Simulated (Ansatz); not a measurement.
GaH3Si2 (SMILES [Si]1[SiH2][GaH]1)

```xyz
6

Ga   -0.8264    0.1685   -0.8951
Si   -1.9665    2.4416   -1.6777
Si   -1.3104    0.8050   -3.0623
H    -1.8967    2.5633   -0.1731
H    -2.6056    3.7112   -2.1429
H    -0.5326   -0.1827    0.6166
```

Geometry: B3LYP-D3(BJ)/def2-SVP.

The calculation used isolated molecule in a Gaussian basis; Kohn-Sham density functional theory, functional PBE0 (Ansatz 0.2.0).

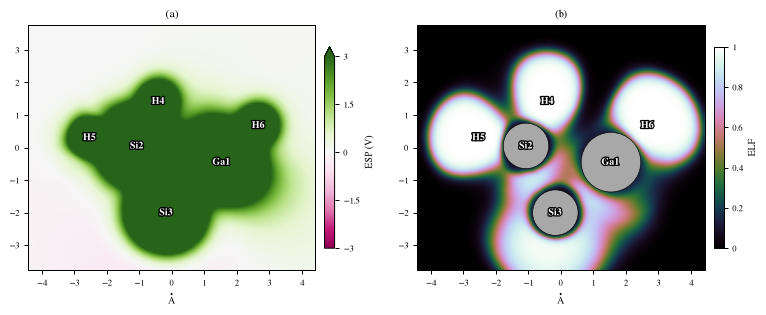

Figure 1. (a) electrostatic potential; (b) ELF on the molecular plane. Grey discs cover the atomic cores in the ELF map.

What does the map show?

- The section cuts through Ga, Si and H sites.
- Si–Si (2.24 Å): the ELF peaks at about 0.85 between the atoms, as expected for localised, covalent bonding.
- Ga–Si (2.31 Å): the ELF peaks at about 0.75 in the valence shell of Si, 1.1 Å from its nucleus, and is about 0.70 at the midpoint.
- Si–H (1.50 Å): the ELF climbs to about 1 towards the hydrogen, as it does in any bond to H.
- Ga–Si (2.66 Å): the ELF peaks at about 0.55 in the valence shell of Si, 1.1 Å from its nucleus, and is about 0.50 at the midpoint.
- Ga–H (1.58 Å): the ELF climbs to about 1 towards the hydrogen.
- The ELF also peaks beside Si3, away from the bonds: lone-pair regions.
- Outside the dense part of the molecule the potential is most negative (−0.3 V) near Si3.

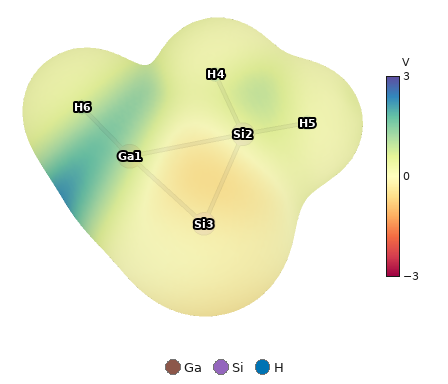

Figure 2. The molecular electrostatic potential painted on the density surface at 0.002 e/bohr³, seen across its widest extent; red is negative and blue positive.

Which sites attract a positive test charge, and which a negative one?

A positive charge is drawn to the negative regions and a negative charge to the positive ones. The most negative region (about −0.5 V) lies over Si3, the most positive (about +2.2 V) over Ga1.

What dipole moment does the calculation give?

Its dipole moment is 1.61 D.

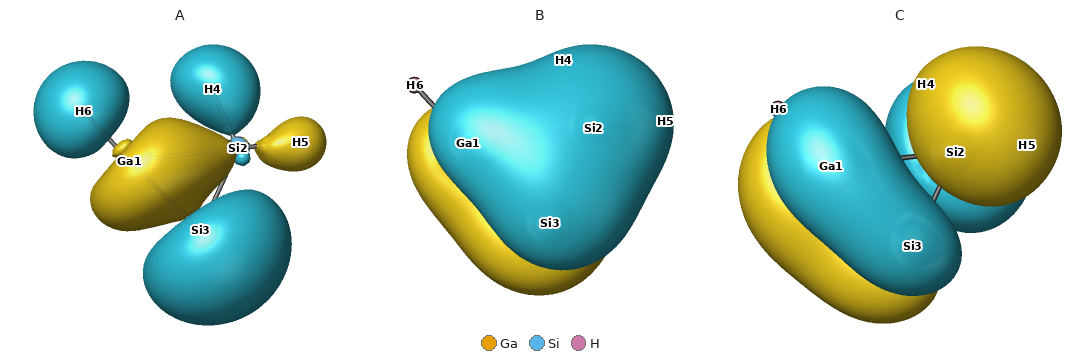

Figure 3. Three frontier orbitals at ±0.06 Å⁻³ᐟ² (yellow and cyan are the two phases), in no order.

Which picture is the HOMO−1, the HOMO and the LUMO?

A is the HOMO−1 (−7.01 eV). Its weight (Hirshfeld) is mainly on Si3 (about 55 %), Ga1 (about 20 %), Si2 (about 10 %) and H6 (about 10 %); it is symmetric in the molecular plane (an in-plane orbital: σ, lone-pair or in-plane π type). B is the HOMO (−6.20 eV). Its weight (Hirshfeld) is mainly on Si2 (about 40 %), Si3 (about 35 %) and Ga1 (about 20 %); it changes sign across the molecular plane (π type); π-bonding across Ga1–Si2, Ga1–Si3 and Si2–Si3. C is the LUMO (−2.04 eV). It lies mainly on Si2 (about 45 %), Ga1 (about 30 %) and Si3 (about 20 %); it changes sign across the molecular plane (π type); π-bonding across Ga1–Si3; π-antibonding (a node) across Ga1–Si2 and Si2–Si3.

What is the HOMO–LUMO gap?

4.16 eV between the orbital energies.
